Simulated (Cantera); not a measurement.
Input: 1 mol CH3SiH3, 0.14 mol CH4, 4.4 mol H2, equilibrated at 30.8 Torr.

Equilibrium computed with Cantera from the NASA thermochemical tables; the gas is ideal and each condensed phase is pure. Candidate condensed phases: C, C6H6, C7H8, C8H18, Si, SiC; 87 gas species. The feed counts by its element totals alone. Gases not in the tables: Si2H6 and higher silanes. Kinetics and transport are ignored.

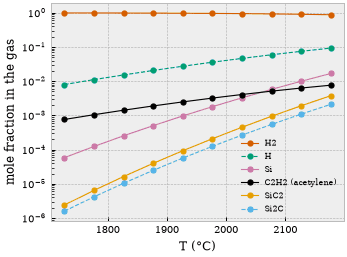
Figure: Equilibrium gas composition (values under 1e-9 drawn at 1e-9)

From 1727 °C to 2177 °C the condensed part is C(graphite) + SiC(s). The main Si-bearing gas is Si throughout.
